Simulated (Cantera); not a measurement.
Feed: 1 mol C₃H₆, 0.39 mol CO₂, 57 mol H₂, equilibrated at 1.40 bar.

Cantera equilibrium calculation (NASA polynomials, part measured and part estimated; ideal gas, pure solids and liquids). Candidate condensed phases: C, C₆H₆, C₇H₈, C₈H₁₈, H₂O; 110 gas species. The numbers say what is thermodynamically allowed, not how fast it happens.

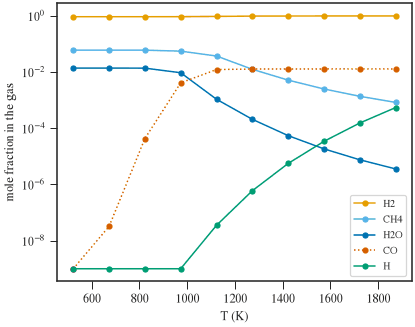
Fig. 1. Equilibrium gas composition (values under 1e-9 drawn at 1e-9)

From 523 K to 973 K nothing is condensed. From 1123 K to 1873 K the condensed part is C(graphite). The main C-bearing gas is CH₄ at 523 K and CO at 1873 K.
